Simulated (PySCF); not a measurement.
**LiN: a composite coupled-cluster curve**

Aim: bond length, wavenumber and bond energy of LiN near the limit of CCSD(T), built from two basis sets and small corrections.

The runs use PySCF 2.14.0; CCSD(T) on ROHF, no relativity in the base curves; scalar relativity is added as a correction.

## 1. The job

```
molecule             : LiN
state                : triplet, unpaired electrons π ↑↑
smaller basis        : Li cc-pVTZ, N cc-pVTZ
larger basis         : Li cc-pVQZ, N cc-pVQZ
frozen core orbitals : 2
extrapolation        : correlation as n⁻³ (n = 3, 4), Hartree–Fock as (n+1)·exp(−9√n)
corrections          : core–valence correlation, scalar relativity
distances (Å)        : 1.6423, 1.7170, 1.7916, 1.8663, 1.9409, 2.0342, 2.1275
masses (u)           : 7.0160, 14.0031
dissociation limit   : Li + N
```

Run with:

```console
OMP_NUM_THREADS=4 python comp.py task.json out
```

## 2. The runs

The logs of the single runs were not kept.

Parts of the energy along the bond, in eV from Li + N:

| R (Å) | HF/CBS | CCSD corr. | (T) | core–valence | relativity | total |
| --- | --- | --- | --- | --- | --- | --- |
| 1.6423 | 0.222 | -1.505 | -0.0853 | -0.0394 | 0.0028 | -1.404 |
| 1.7170 | 0.067 | -1.521 | -0.0889 | -0.0294 | 0.0039 | -1.569 |
| 1.7916 | -0.004 | -1.538 | -0.0927 | -0.0215 | 0.0049 | -1.651 |
| 1.8663 | -0.012 | -1.556 | -0.0966 | -0.0151 | 0.0059 | -1.674 |
| 1.9409 | 0.026 | -1.575 | -0.1008 | -0.0100 | 0.0068 | -1.652 |
| 2.0342 | 0.120 | -1.599 | -0.1062 | -0.0048 | 0.0077 | -1.582 |
| 2.1275 | 0.248 | -1.624 | -0.1120 | -0.0006 | 0.0084 | -1.481 |

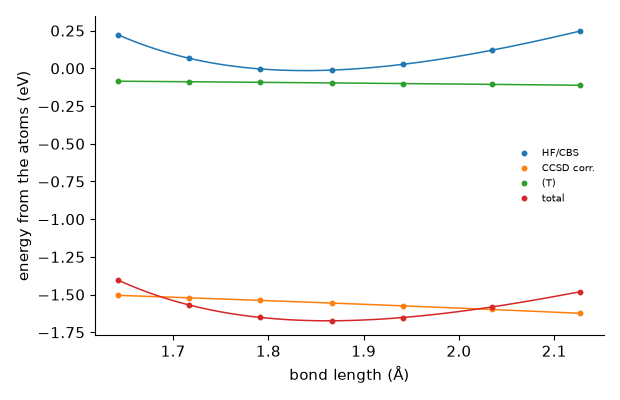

Mean field, correlation, triples and their sum against distance.

The whole job (state search and all levels along the bond) took 6.8 min on 4 threads of Arm Neoverse V2 (shared host), peak memory 7.8 GiB.

## 3. Constants step by step

| level | Re (Å) | ωe (cm⁻¹) | ωexe (cm⁻¹) | αe (cm⁻¹) | De (eV) |
| --- | --- | --- | --- | --- | --- |
| CCSD(T)/cc-pVTZ(-PP) | 1.8805 | 660.6 | 6.78 | 0.0164 | 1.420 |
| CCSD(T)/cc-pVQZ(-PP) | 1.8759 | 667.1 | 6.78 | 0.0164 | 1.575 |
| HF/CBS | 1.8390 | 730.3 | 5.82 | 0.0147 | 0.015 |
| MP2/CBS | 1.8662 | 690.0 | 5.98 | 0.0152 | 1.583 |
| CCSD/CBS | 1.8671 | 682.9 | 6.46 | 0.0159 | 1.568 |
| CCSD(T)/CBS | 1.8740 | 671.4 | 6.63 | 0.0162 | 1.665 |
| CCSD(T)/CBS+CV | 1.8643 | 676.7 | 6.67 | 0.0162 | 1.679 |
| CCSD(T)/CBS+CV+SR | 1.8627 | 678.2 | 6.74 | 0.0163 | 1.674 |

**Reading.** The last step gives Re = 1.8627 Å, ωe = 678.2 cm⁻¹ and De = 1.674 eV; the smaller basis alone is off from it by +17.9 mÅ and -0.25 eV. Near the minimum the mean field binds by 0.01 eV and correlation adds 1.65 eV of binding. T1 is 0.029. Spin–orbit coupling and excitations beyond (T) are left out.
